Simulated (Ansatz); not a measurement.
Stretching the Pb1–I3 bond in FIPb (SMILES [F][Pb][I]) (multiplicity 1 held, fragments rigid). Energies count from the point at 2.834 Å.
Geometry at that point (charge 0, multiplicity 1):
```json
[
 {"atom": "Pb", "x (Å)": "0.5463", "y (Å)": "-0.4647", "z (Å)": "0.7403"},
 {"atom": "F", "x (Å)": "1.6767", "y (Å)": "-1.4914", "z (Å)": "-0.6450"},
 {"atom": "I", "x (Å)": "-1.1300", "y (Å)": "0.9722", "z (Å)": "-1.0359"}
]
```

Restricted levels (R-, RO-) in cc, def2 and unpolarised 6-31G sets keep to the state of the molecule at rest. Unrestricted levels (U-) break spin symmetry where that is lower. Levels need not reach the same state.

Correlated levels freeze the cores. Filled d and f shells under p-block atoms count as core.

Run with Ansatz (Gaussian orbitals). Values without a source in brackets are computed. In def2 rows elements past Kr take small-core potentials, without spin–orbit coupling.

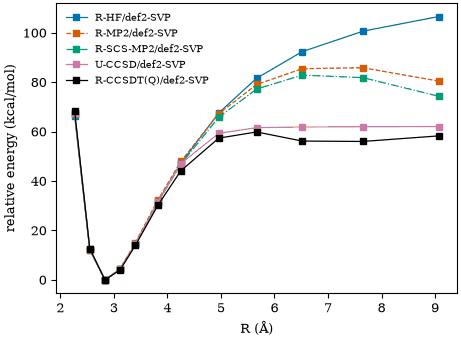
Fig. 1. Relative energy along the coordinate

Doubts at one or more of the structures used: a restricted determinant that unrestricted orbitals would lower (R-HF/def2-SVP, R-MP2/def2-SVP, R-SCS-MP2/def2-SVP, R-CCSDT(Q)/def2-SVP); a spin-contaminated determinant (U-CCSD/def2-SVP); T1 above 0.05 (U-CCSD/def2-SVP, R-CCSDT(Q)/def2-SVP); the program's own flag: other amplitudes (U-CCSD/def2-SVP); other coupled-cluster roots lie near (R-CCSDT(Q)/def2-SVP).

Ansatz is a quantum-chemistry and plane-wave program.
